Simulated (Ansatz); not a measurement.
Take ZnS in the zinc blende structure (space group F-43m, No. 216; a = 5.297 Å) as the base. Axes: x, y, z lie along the cube axes.

Now apply this change: tensile biaxial strain of 0.42 % in the plane normal to [111], as in epitaxy on a mismatched substrate; the out-of-plane cell vector and the atoms relax.

Calculations: LDA (Ansatz, a quantum-chemistry and plane-wave program, PAW, no spin-orbit coupling).

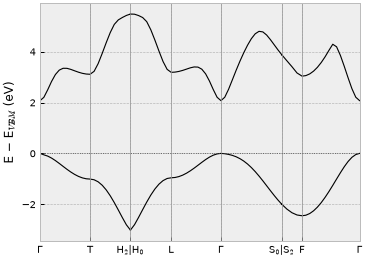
Highest valence and lowest conduction band along the path of the changed cell's own zone

Problem. Read the changed gap and its character from the plot.

Solution. About 2.1 eV, direct at Γ.

Stability against distortions was not tested. k-point labels follow each cell's own Brillouin zone.
